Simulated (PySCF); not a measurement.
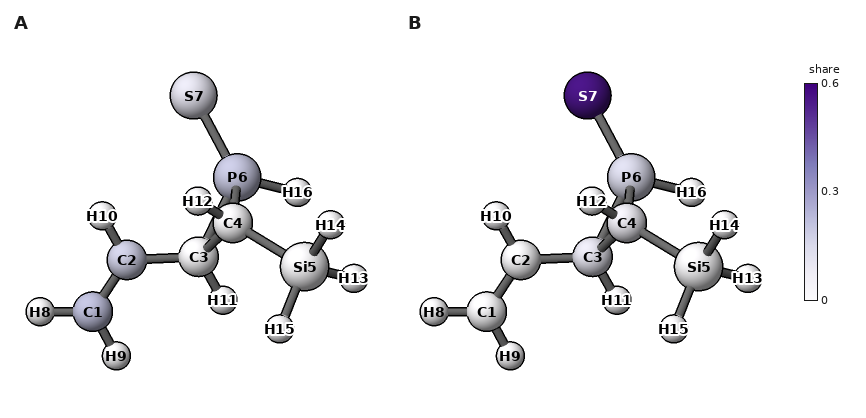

Each panel colours the atoms by their Löwdin share in one orbital (up to four of the largest shares; other atoms are shown as zero). The computed structure is the end point of a GFN2-xTB optimisation. No frequency run is at hand to confirm it as a minimum. Computed with PBE0/def2-SVPD (PySCF 2.14.0).

The panels show the HOMO, LUMO, in some order. Which is which?

Answer. A: LUMO, −0.54 eV; C1 0.21, P6 0.19, C2 0.17, S7 0.10
B: HOMO, −6.49 eV; S7 0.56, P6 0.14, C3 0.10, C4 0.07

The geometry is semi-empirical. Around P, Si such bond lengths and angles can be off by a tenth of an ångström or more and by several degrees, and values that hang on the shape move with them.
